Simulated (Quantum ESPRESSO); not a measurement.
# Energy and gap at +3 % biaxial strain: 1T-SrBrI, 1 layer

How the rows were computed: Quantum ESPRESSO 7.5 driven by ASE, PBE, GBRV ultrasoft, ESM (bc1); atomic heights clamped; cell area 19.196 Å² at zero strain.

| strain (%) | energy (meV a cell) | gap on the mesh (eV) |
| --- | --- | --- |
| −3 | 41.58 | 4.425 |
| −1.5 | 10.15 | 4.496 |
| 0 | 0.00 | 4.462 |
| +1.5 | 8.83 | 4.402 |

**Question.** What are energy and gap at +3 %, and how stiff is the sheet?

**Fit.** About zero, E'' = (10.15 + 8.83 − 2 × 0.00)/1.5² = 8.44 meV per %² and E' = (8.83 − 10.15)/3 = −0.44 meV per %. With E = A K ε², where K = (C11 + C22)/2 + C12 (C11 + C12 for a hexagonal sheet), K = 8.44 × 10/(2 × 19.196) × 16.02 = 35 N/m. The parabola gives E(+3 %) = 0.00 + 3 × (−0.44) + 4.5 × 8.44 = 36.6 meV. Continuing the last slope, the gap is 2 × 4.402 − 4.462 = 4.342 eV.

What the calculation gave: E = 34.7 meV and the gap 4.339 eV. The parabola misses by +1.9 meV, too high, since bonds soften under tension. The gap's line misses by +0.003 eV.

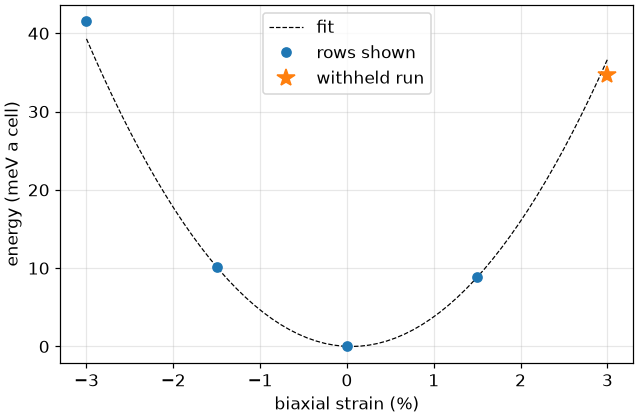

The rows shown, the fit and the withheld run.

**Limits.** Clamped heights stiffen sheets with several planes. Semilocal gap, no spin-orbit coupling.
